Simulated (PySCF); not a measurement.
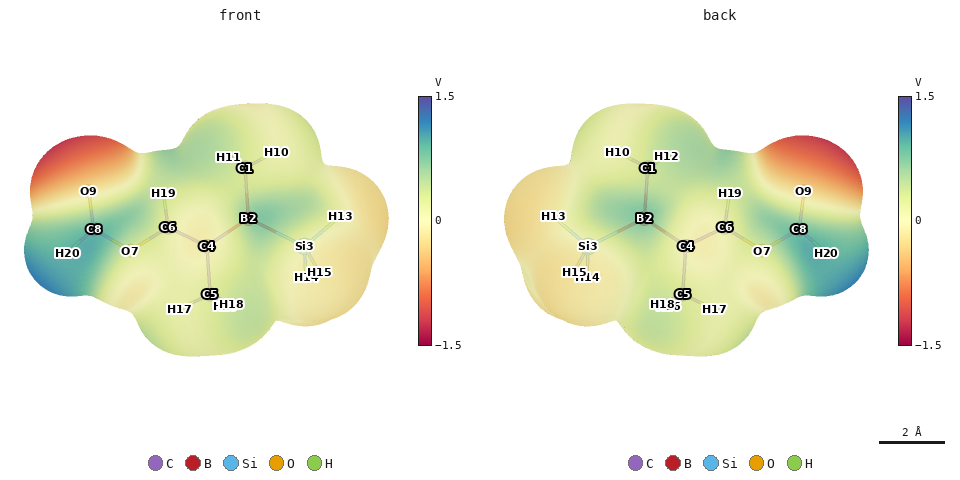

Figure. C5H11BO2Si (SMILES CB([SiH3])/C(C)=C/OC=O). The molecular electrostatic potential painted on the density surface at 0.001 e/bohr³, seen from the front and from behind; the colour scale runs from red (negative) to blue (positive).

Geometry: GFN2-xTB.

All numbers below come from PBE0/pcSseg-1, SCF density, gas phase, non-relativistic (PySCF 2.14.0).

```xyz
20

C    -1.3444    1.8185   -0.1343
B    -1.1477    0.3046    0.2690
Si   -2.6487   -0.7257    1.0211
C     0.2440   -0.3686    0.0575
C     0.4123   -1.8404    0.3236
C     1.3016    0.3514   -0.3408
O     2.5564   -0.1965   -0.5228
C     3.5441    0.5996   -0.9144
O     3.4806    1.7735   -1.1277
H    -2.3748    2.1614   -0.0624
H    -1.0007    2.0315   -1.1460
H    -0.7537    2.4621    0.5198
H    -3.8600    0.0719    1.2721
H    -2.3594   -1.3827    2.3075
H    -3.0941   -1.8176    0.1366
H     0.1718   -2.0571    1.3629
H     1.4273   -2.1704    0.1199
H    -0.2775   -2.4113   -0.2951
H     1.2582    1.4130   -0.5441
H     4.4595   -0.0066   -1.0175
```

### Where is the surface potential most negative and most positive?

The most negative region (about −1.2 V) lies over O9, the most positive (about +1.2 V) over H20. O9 is the likeliest acceptor of a hydrogen bond.

### What dipole moment does the calculation give?

Its dipole moment is 1.52 D.
